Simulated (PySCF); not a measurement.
SMILES [SeH][Ge]([SeH])([SeH])[Cl] (H₃ClGeSe₃) at its B3LYP/def2-SVP optimised geometry (Å):

```
8

Cl    -2.7494     1.1265     1.4342
Ge    -1.2123     0.5272     0.0000
Se    -1.1595    -1.8584     0.0000
Se    -1.8638     1.4046    -2.1213
Se     0.8447     1.4674     0.7606
H      0.3166    -1.8584     0.0000
H     -1.5093     0.1377    -2.7907
H      1.2123     1.8584    -0.6145
```

Method: PySCF with B3LYP/def2-TZVP. Cells within 0.4 Å of a nucleus heavier than hydrogen are left out (blank, or x).

Map of the Laplacian of the electron density (e/bohr⁵), clipped to [-1.50, 1.50] on the plane z = 1.0 Å:

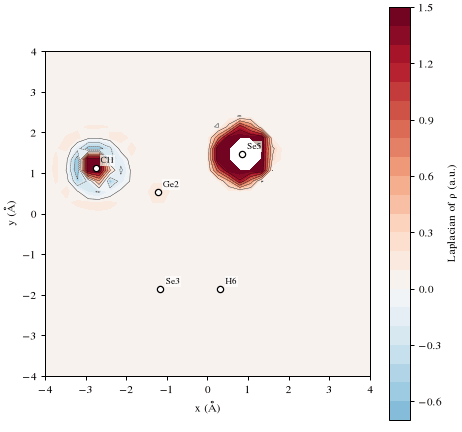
*Laplacian of the electron density (e/bohr⁵), clipped to [-1.50, 1.50] on the plane z = 1.0 Å.*
